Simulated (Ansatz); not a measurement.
# CH6O2Si: the cost of one run

All numbers are computed with the Python package of Ansatz 0.2.0. Level of theory: PBE/cc-pVDZ.

## (1) The system

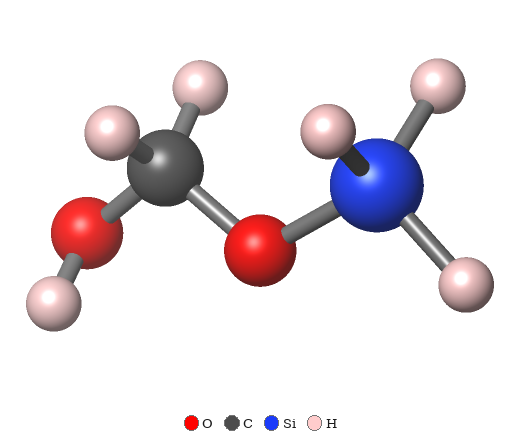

The starting structure, viewed from a chosen angle; oxygen red, carbon dark grey, silicon blue, hydrogen pink.

Input file ch6o2si.xyz:

```xyz
10

O     0.92160    1.10370   -1.79370
C     0.50810    0.79870   -0.48200
O    -0.19490   -0.43470   -0.53300
Si   -0.49540   -1.12100    0.92940
H     0.03350    1.18440   -2.30590
H    -0.12880    1.61150   -0.08000
H     1.46280    0.74280    0.10940
H    -1.25040   -2.38850    0.69000
H     0.66520   -1.35630    1.76510
H    -1.43870   -0.19170    1.70370
```

## (2) Script

ch6o2si_scan.py reads:

```python
# -*- coding: utf-8 -*-
'''Stretching a bond of CH6O2Si, the rest held rigid.'''

import ansatz as az
import numpy as np

ch6o2si = az.Crystal.molecule_from_extxyz('ch6o2si.xyz')

symbols = [site.symbol for site in ch6o2si.cartesian_sites]
start = np.array([site.position_ang for site in ch6o2si.cartesian_sites])
axis = (start[9] - start[3]) / np.linalg.norm(start[9] - start[3])
moving = [9]
lengths, energies = [1.3, 1.41, 1.53, 1.69, 1.92, 2.3, 2.76, 3.37], []
for length in lengths:
    xyz = start.copy()
    xyz[moving] += (length - np.linalg.norm(start[9] - start[3])) * axis
    point = az.Crystal.molecule()
    for symbol, place in zip(symbols, xyz):
        point = point.atom(symbol, place.tolist())
    calc = (
        point.calculation()
        .basis(gaussian='cc-pVDZ')
        .functional('PBE')
        .spin('collinear')
    )
    summary = calc.run(threads=1).report
    energies.append(summary['free_energy_ev'])
    print(f'r = {length:6.3f} A  E = {energies[-1]:.5f} eV  <S^2> = {abs(summary["mean_field"]["state"]["spin_squared"]):.3f}')

print('energy above the lowest point (eV):', [round(e - min(energies), 3) for e in energies])
```

## (3) The calls as engine input

The engine receives this input (first run):

```yaml
crystal:
  periodic: [false, false, false]
  atoms:
    - { symbol: O, position_ang: [0.9216, 1.1037, -1.7937] }
    - { symbol: C, position_ang: [0.5081, 0.7987, -0.482] }
    - { symbol: O, position_ang: [-0.1949, -0.4347, -0.533] }
    - { symbol: Si, position_ang: [-0.4954, -1.121, 0.9294] }
    - { symbol: H, position_ang: [0.0335, 1.1844, -2.3059] }
    - { symbol: H, position_ang: [-0.1288, 1.6115, -0.08] }
    - { symbol: H, position_ang: [1.4628, 0.7428, 0.1094] }
    - { symbol: H, position_ang: [-1.2504, -2.3885, 0.69] }
    - { symbol: H, position_ang: [0.6652, -1.3563, 1.7651] }
    - { symbol: H, position_ang: [-1.2948411153580255, -0.33342380101535785, 1.585614624850757] }
basis:
  gaussian:
    orbitals: cc-pVDZ
hamiltonian:
  xc: pbe
magnetization:
  spin_polarized: true
```

## (4) Launch

Started as:

```sh
python ch6o2si_scan.py
```

What time and memory should one allow on 1 thread of AMD EPYC 9R45 (Zen 5), shared host?

About 13 s, with a peak of 0.28 GiB.
